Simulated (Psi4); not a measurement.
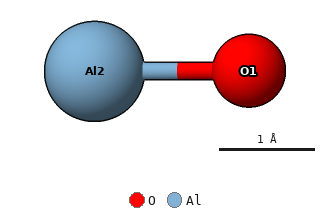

Fig. 1: The structure (ball-and-stick view, seen at a tilt; atoms are numbered from 1 in the order of the input). Sticks mark near contacts. Bond lengths as drawn: Al–O 1.65 Å.

# Run report: AlO, excited-state calculation

AlO (oxoaluminum), multiplicity 2, computed with TDA (PBE)/def2-SVP, UKS (Psi4 1.11).

The geometry was optimised with PBE/def2-SVP.

**The input (job.inp)**
```python
memory 1600 mb

molecule system {
  0 2
  O     -0.079825    -0.070527     0.020227
  Al     0.070704    -0.053424     1.659326
}

set basis def2-SVP
set reference uks
set save_jk true

from psi4.driver.procrouting.response.scf_response import tdscf_excitations
result, w = energy("pbe", return_wfn=True)
states = tdscf_excitations(w, states=4, tda=True)
print_variables()
```

Run on 1 thread of Intel Xeon @ 2.50GHz (Skylake/Cascade Lake), 12 GiB of memory available, shared host.

Run as:
```bash
psi4 -n 1 job.inp job.out
```

**The program's output**
```
Psi4 1.11 release

   => Loading Basis Set <=

    Name: DEF2-SVP
    Role: ORBITAL
    Keyword: BASIS

         ---------------------------------------------------------
                                   SCF
                              UKS Reference
                        1 Threads,   1525 MiB Core
         ---------------------------------------------------------

  ==> Geometry <==

    Molecular point group: c2v
    Full point group: C_inf_v

    Geometry (in Angstrom), charge = 0, multiplicity = 2:

       Center              X                  Y                   Z               Mass
    ------------   -----------------  -----------------  -----------------  -----------------
         O           -0.000000000000     0.000000000000    -1.033447676732    15.994914619570
         AL           0.000000000000     0.000000000000     0.612637686866    26.981538530000

  Running in c2v symmetry.

  Rotational constants: A = ************  B =      0.61955  C =      0.61955 [cm^-1]
  Rotational constants: A = ************  B =  18573.52893  C =  18573.52893 [MHz]
  Nuclear repulsion =   33.433521205359526

  Charge       = 0
  Multiplicity = 2
  Electrons    = 21
  Nalpha       = 11
  Nbeta        = 10

  ==> Algorithm <==

  SCF Algorithm Type is DF.
  DIIS enabled.
  MOM disabled.
  Fractional occupation disabled.
  Guess Type is SAD.
  Energy threshold   = 1.00e-06
  Density threshold  = 1.00e-06
  Integral threshold = 1.00e-12

  ==> Primary Basis <==

  Basis Set: DEF2-SVP
    Blend: DEF2-SVP
    Number of shells: 14
    Number of basis functions: 32
    Number of Cartesian functions: 34
    Spherical Harmonics?: true
    Max angular momentum: 2

  ==> DFT Potential <==

   => LibXC <=

    Version 7.1.2

   => Composite Functional: PBE <=

    PBE GGA Exchange-Correlation Functional

    Deriv               =              1
    GGA                 =           TRUE
    Meta                =          FALSE

    Exchange Hybrid     =          FALSE
    MP2 Hybrid          =          FALSE

   => Exchange Functionals <=

    1.0000     XC_GGA_X_PBE

   => Correlation Functionals <=

    1.0000     XC_GGA_C_PBE

   => LibXC Density Thresholds  <==

    XC_GGA_C_PBE:  1.00E-12
    XC_GGA_X_PBE:  1.00E-15

   => Molecular Quadrature <=

    Radial Scheme          =       TREUTLER
    Pruning Scheme         =           NONE
    Nuclear Scheme         =       TREUTLER

    Blocking Scheme        =         OCTREE
    BS radius alpha        =              1
    Pruning alpha          =              1
    Radial Points          =             75
    Spherical Points       =            302
    Total Points           =          43426
    Total Blocks           =            407
    Max Points             =            255
    Max Functions          =             32
    Weights Tolerance      =       1.00E-15

   => Loading Basis Set <=

    Name: (DEF2-SVP AUX)
    Role: JKFIT
    Keyword: DF_BASIS_SCF

  ==> Integral Setup <==

  DFHelper Memory: AOs need 0.002 GiB; user supplied 1.081 GiB.
  SCF_SUBTYPE=INCORE selected. In-core MEM_DF algorithm will be used.
  Using in-core AOs.

  ==> MemDFJK: Density-Fitted J/K Matrices <==

    J tasked:                   Yes
    K tasked:                    No
    wK tasked:                   No
    Memory [MiB]:              1107
    Algorithm:                 Core
    Schwarz Cutoff:           1E-12
    Mask sparsity (%):       0.1953
    Fitting Condition:        1E-10

   => Auxiliary Basis Set <=

  Basis Set: (DEF2-SVP AUX)
    Blend: DEF2-UNIVERSAL-JKFIT
    Number of shells: 63
    Number of basis functions: 205
    Number of Cartesian functions: 248
    Spherical Harmonics?: true
    Max angular momentum: 4

  Cached 100.0% of DFT collocation blocks in 0.036 [GiB].

  Minimum eigenvalue in the overlap matrix is 2.7186655051E-02.
  Reciprocal condition number of the overlap matrix is 8.8314098596E-03.
    Using symmetric orthogonalization.

  ==> Pre-Iterations <==

  SCF Guess: Superposition of Atomic Densities via on-the-fly atomic UHF (no occupation information).

   -------------------------
    Irrep   Nso     Nmo
   -------------------------
     A1        16      16
     A2         2       2
     B1         7       7
     B2         7       7
   -------------------------
    Total      32      32
   -------------------------

  ==> Iterations <==

                           Total Energy        Delta E     RMS |[F,P]|

   @DF-UKS iter SAD:  -316.76162126525253   -3.16762e+02   0.00000e+00
   @DF-UKS iter   1:  -316.76914959222984   -7.52833e-03   5.24899e-02 DIIS/ADIIS
   @DF-UKS iter   2:  -309.04632514112780    7.72282e+00   1.28582e-01 ADIIS
   @DF-UKS iter   3:  -315.82162971537610   -6.77530e+00   8.85538e-02 DIIS/ADIIS
   @DF-UKS iter   4:  -317.24031402065543   -1.41868e+00   1.26250e-02 DIIS/ADIIS
   @DF-UKS iter   5:  -317.25132437114814   -1.10104e-02   7.07500e-03 DIIS/ADIIS
   @DF-UKS iter   6:  -317.26133453177533   -1.00102e-02   6.19260e-04 DIIS/ADIIS
   @DF-UKS iter   7:  -317.26143638523365   -1.01853e-04   3.04193e-04 DIIS/ADIIS
   @DF-UKS iter   8:  -317.26146180259263   -2.54174e-05   5.90644e-05 DIIS
   @DF-UKS iter   9:  -317.26146440376016   -2.60117e-06   3.00372e-05 DIIS
   @DF-UKS iter  10:  -317.26146455864153   -1.54881e-07   5.39042e-06 DIIS
   @DF-UKS iter  11:  -317.26146456494530   -6.30376e-09   3.24249e-07 DIIS
  Energy and wave function converged.

  ==> Post-Iterations <==

   Electrons on quadrature grid:
      Nalpha   =   11.0000046396 ; deviation = 4.640e-06
      Nbeta    =   10.0000048753 ; deviation = 4.875e-06
      Ntotal   =   21.0000095149 ; deviation = 9.515e-06

   @Spin Contamination Metric:   3.564708618E-03
   @S^2 Expected:                7.500000000E-01
   @S^2 Observed:                7.535647086E-01
   @S   Expected:                5.000000000E-01
   @S   Observed:                5.000000000E-01

    Orbital Energies [Eh]
    ---------------------

    Alpha Occupied:

       1A1   -55.400263     2A1   -18.729220     3A1    -3.959349
       1B2    -2.565589     1B1    -2.565589     4A1    -2.563497
       5A1    -0.785930     6A1    -0.324705     2B2    -0.240741
       2B1    -0.240741     7A1    -0.238111

    Alpha Virtual:

       3B2    -0.073007     3B1    -0.073007     8A1     0.015748
       9A1     0.090872     4B2     0.271825     4B1     0.271825
      10A1     0.324752    11A1     0.371347     1A2     0.371347
       5B1     0.434874     5B2     0.434874    12A1     0.728057
      13A1     0.984463     6B2     0.990528     6B1     0.990528
      14A1     1.210136    15A1     2.582707     2A2     2.582740
       7B2     2.657474     7B1     2.657474    16A1     3.025911

    Beta Occupied:

       1A1   -55.398464     2A1   -18.720140     3A1    -3.956635
       1B2    -2.563526     1B1    -2.563526     4A1    -2.558616
       5A1    -0.763806     6A1    -0.289712     2B2    -0.232610
       2B1    -0.232610

    Beta Virtual:

       7A1    -0.191410     3B2    -0.050873     3B1    -0.050873
       8A1     0.033662     9A1     0.109862     4B2     0.285720
       4B1     0.285720    10A1     0.356085     1A2     0.390004
      11A1     0.390004     5B1     0.459872     5B2     0.459872
      12A1     0.749312     6B2     0.998641     6B1     0.998641
      13A1     1.018501    14A1     1.224844    15A1     2.587511
       2A2     2.587545     7B2     2.687765     7B1     2.687765
      16A1     3.063089

    Final Occupation by Irrep:
             A1    A2    B1    B2
    DOCC [     6,    0,    2,    2 ]
    SOCC [     1,    0,    0,    0 ]
    NA   [     7,    0,    2,    2 ]
    NB   [     6,    0,    2,    2 ]

  @DF-UKS Final Energy:  -317.26146456494530

   => Energetics <=

    Nuclear Repulsion Energy =             33.4335212053595257
    One-Electron Energy =                -507.3299554371808426
    Two-Electron Energy =                 183.5887650313460995
    DFT Exchange-Correlation Energy =     -26.9537953644700572
    Empirical Dispersion Energy =           0.0000000000000000
    VV10 Nonlocal Energy =                  0.0000000000000000
    Total Energy =                       -317.2614645649452996

  UHF NO Occupations:
  HONO-2 :    2 B2 1.9999198
  HONO-1 :    6 A1 1.9984324
  HONO-0 :    7 A1 1.0000000
  LUNO+0 :    8 A1 0.0015676
  LUNO+1 :    3 B1 0.0000802
  LUNO+2 :    3 B2 0.0000802
  LUNO+3 :    9 A1 0.0000550

Computation Completed

Properties will be evaluated at   0.000000,   0.000000,   0.000000 [a0]

Properties computed using the SCF density matrix

 Multipole Moments:

 ------------------------------------------------------------------------------------
     Multipole            Electronic (a.u.)      Nuclear  (a.u.)        Total (a.u.)
 ------------------------------------------------------------------------------------

 L = 1.  Multiply by 2.5417464519 to convert [e a0] to [Debye]
 Dipole X            :          0.0000000            0.0000000            0.0000000
 Dipole Y            :          0.0000000            0.0000000            0.0000000
 Dipole Z            :          1.9286215           -0.5731378            1.3554837
 Magnitude           :                                                    1.3554837

 ------------------------------------------------------------------------------------

	total time  =          3 seconds =       0.05 minutes

******************************************************************************************
**********                               WARNING                                **********
**********       The names of excited state variables changed between 1.5       **********
**********     and 1.6. For a quick solution, remove the symmetry specifier     **********
**********   from the variable name. For full details, see 'Notes on Psivars'   **********
**********                        in the documentation.                         **********
******************************************************************************************

         ---------------------------------------------------------
                         TDSCF excitation energies
         ---------------------------------------------------------

  ==> Options <==

     Residual threshold  : 1.0000e-04
     Initial guess       : denominators
     Reference           : UHF
     Solver type         : TDA (Davidson)

  ==> Requested Excitations <==

      1 singlet states with A1 symmetry
      1 singlet states with A2 symmetry
      1 singlet states with B1 symmetry
      1 singlet states with B2 symmetry

  ==> Seeking the lowest 1 singlet states with A1 symmetry

                         Generalized Davidson Solver

  ==> Options <==

    Max number of iterations        = 60
    Eigenvector tolerance           = 1.0000e-04
    Max number of expansion vectors = 200

  => Iterations <=
                           Max[D[value]]     Max[|R|]   # vectors
  DavidsonSolver iter   1:   1.14081e-01  5.23032e-02      4
  DavidsonSolver iter   2:   4.45653e-03  7.43553e-03      5
  DavidsonSolver iter   3:   4.51104e-05  1.06509e-03      6
  DavidsonSolver iter   4:   1.46730e-06  1.47841e-04      7
  DavidsonSolver iter   5:   4.00197e-08  3.50750e-05      8      Converged

  ==> Seeking the lowest 1 singlet states with A2 symmetry

                         Generalized Davidson Solver

  ==> Options <==

    Max number of iterations        = 60
    Eigenvector tolerance           = 1.0000e-04
    Max number of expansion vectors = 200

  => Iterations <=
                           Max[D[value]]     Max[|R|]   # vectors
  DavidsonSolver iter   1:   1.56627e-01  3.30734e-02      4
  DavidsonSolver iter   2:   1.02999e-03  1.42739e-03      5
  DavidsonSolver iter   3:   1.03472e-06  5.27697e-05      6      Converged

  ==> Seeking the lowest 1 singlet states with B1 symmetry

                         Generalized Davidson Solver

  ==> Options <==

    Max number of iterations        = 60
    Eigenvector tolerance           = 1.0000e-04
    Max number of expansion vectors = 200

  => Iterations <=
                           Max[D[value]]     Max[|R|]   # vectors
  DavidsonSolver iter   1:   3.85173e-02  3.43465e-02      4
  DavidsonSolver iter   2:   7.20963e-04  2.31555e-03      5
  DavidsonSolver iter   3:   3.91445e-06  2.63518e-04      6
  DavidsonSolver iter   4:   3.85137e-08  2.03600e-05      7      Converged

  ==> Seeking the lowest 1 singlet states with B2 symmetry

                         Generalized Davidson Solver

  ==> Options <==

    Max number of iterations        = 60
    Eigenvector tolerance           = 1.0000e-04
    Max number of expansion vectors = 200

  => Iterations <=
                           Max[D[value]]     Max[|R|]   # vectors
  DavidsonSolver iter   1:   3.85173e-02  3.43465e-02      4
  DavidsonSolver iter   2:   7.20963e-04  2.31555e-03      5
  DavidsonSolver iter   3:   3.91445e-06  2.63518e-04      6
  DavidsonSolver iter   4:   3.85137e-08  2.03600e-05      7      Converged

******************************************************************************************
**********                               WARNING                                **********
**********  Length-gauge rotatory strengths are **NOT** gauge-origin invariant  **********
******************************************************************************************

                                    Excitation Energy         Total Energy        Oscillator Strength             Rotatory Strength
     #   Sym: GS->ES (Trans)        au              eV              au          au (length)    au (velocity)    au (length)    au (velocity)
    ---- -------------------- --------------- --------------- --------------- --------------- --------------- --------------- ---------------
     1      A1->B1 (1 B1)      0.03779         1.02838        -317.22367       0.0029          0.0040          0.0000         -0.0000
     2      A1->B2 (1 B2)      0.03779         1.02838        -317.22367       0.0029          0.0040          0.0000         -0.0000
     3      A1->A1 (1 A1)      0.10958         2.98176        -317.15189       0.0386          0.0006          0.0000         -0.0000
     4      A1->A2 (1 A2)      0.15560         4.23398        -317.10587       0.0000          0.0000          0.0000         -0.0000

Contributing excitations
Only contributions with abs(coeff) > 1.00e-01 will be printed:

Excited State    1 (1 B1):   0.03779 au   1205.62 nm f = 0.0029
Alpha orbitals:
  Sums of squares: Xssq =  4.653441e-03
Beta orbitals:
  Sums of squares: Xssq =  9.953466e-01
      2b1 (b) ->   7a1 (b)    0.997490 (99.499%)

Excited State    2 (1 B2):   0.03779 au   1205.62 nm f = 0.0029
Alpha orbitals:
  Sums of squares: Xssq =  4.653441e-03
Beta orbitals:
  Sums of squares: Xssq =  9.953466e-01
      2b2 (b) ->   7a1 (b)    0.997490 (99.499%)

Excited State    3 (1 A1):   0.10958 au   415.81 nm f = 0.0386
Alpha orbitals:
  Sums of squares: Xssq =  2.463276e-01
      7a1 (a) ->   8a1 (a)   -0.104669 ( 1.096%)
      2b1 (a) ->   3b1 (a)    0.339739 (11.542%)
      2b2 (a) ->   3b2 (a)    0.339746 (11.543%)
Beta orbitals:
  Sums of squares: Xssq =  7.536724e-01
      6a1 (b) ->   7a1 (b)   -0.862882 (74.457%)

Excited State    4 (1 A2):   0.15560 au   292.83 nm f = 0.0000
Alpha orbitals:
  Sums of squares: Xssq =  7.223290e-01
      2b1 (a) ->   3b2 (a)   -0.600623 (36.075%)
      2b2 (a) ->   3b1 (a)   -0.600623 (36.075%)
Beta orbitals:
  Sums of squares: Xssq =  2.776710e-01
      2b1 (b) ->   3b2 (b)    0.372005 (13.839%)
      2b2 (b) ->   3b1 (b)    0.372005 (13.839%)

******************************************************************************************
**********                               WARNING                                **********
**********       The names of excited state variables changed between 1.5       **********
**********     and 1.6. For a quick solution, remove the symmetry specifier     **********
**********   from the variable name. For full details, see 'Notes on Psivars'   **********
**********                        in the documentation.                         **********
******************************************************************************************

  Variable Map:
  ----------------------------------------------------------------------------
  "CURRENT ENERGY"              =>    -317.261464564945
  "CURRENT REFERENCE ENERGY"    =>    -317.261464564945
  "DD SOLVATION ENERGY"         =>       0.000000000000
  "DFT FUNCTIONAL TOTAL ENERGY" =>    -317.261464564945
  "DFT TOTAL ENERGY"            =>    -317.261464564945
  "DFT VV10 ENERGY"             =>       0.000000000000
  "DFT XC ENERGY"               =>     -26.953795364470
  "GRID ELECTRONS ALPHA"        =>      11.000004639637
  "GRID ELECTRONS BETA"         =>      10.000004875290
  "GRID ELECTRONS TOTAL"        =>      21.000009514927
  "NUCLEAR REPULSION ENERGY"    =>      33.433521205360
  "ONE-ELECTRON ENERGY"         =>    -507.329955437181
  "PCM POLARIZATION ENERGY"     =>       0.000000000000
  "PE ENERGY"                   =>       0.000000000000
  "SCF ITERATION ENERGY"        =>    -317.261464564945
  "SCF ITERATIONS"              =>      11.000000000000
  "SCF TOTAL ENERGY"            =>    -317.261464564945
  "TWO-ELECTRON ENERGY"         =>     183.588765031346
  "XC GRID RADIAL POINTS"       =>      75.000000000000
  "XC GRID SPHERICAL POINTS"    =>     302.000000000000
  "XC GRID TOTAL POINTS"        =>   43426.000000000000

  Array Variable Map:
  ----------------------------------------------------------------------------
  "CURRENT DIPOLE"              =>       0.000000000000 ... 1.355483680642 1 by 3
  "SCF DIPOLE"                  =>       0.000000000000 ... 1.355483680642 1 by 3
  "SCF TOTAL ENERGIES"          =>    -316.761621265253 ... -317.261464564945 1 by 12

    Psi4 run time: 0:00:12.54
```

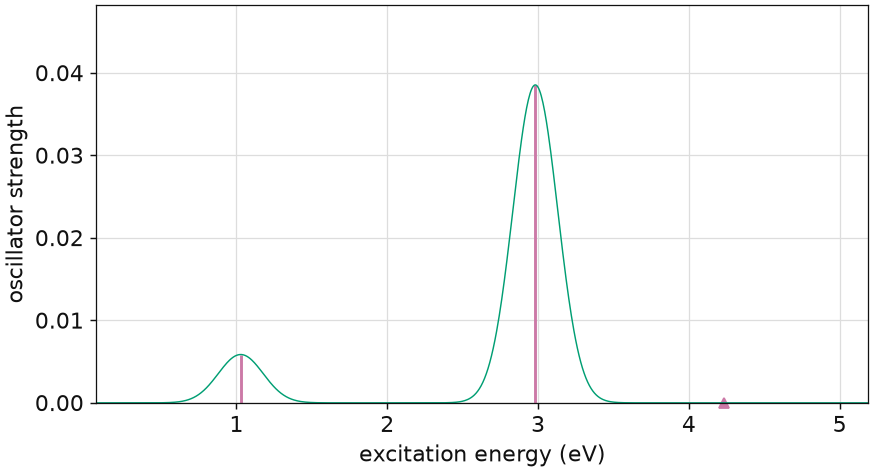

Fig. 2: Computed excitations as sticks (degenerate states added up, dark ones marked on the axis), with a Gaussian envelope of 0.35 eV full width at half maximum, scaled to the tallest. Of the 4 states the lowest lies at 1.03 eV (f = 0.003); the strongest line is at 2.98 eV, or 416 nm (f = 0.039).

**Summary**

| quantity | value |
| --- | --- |
| outcome | converged |
| total energy | −317.261465 hartree |
| basis functions | 32 |
| ⟨S²⟩ | 0.754 |
| dipole moment | 3.45 D |
| lowest excitation | 1.03 eV |
| wall time | 14 s |
| peak memory | 0.24 GiB |
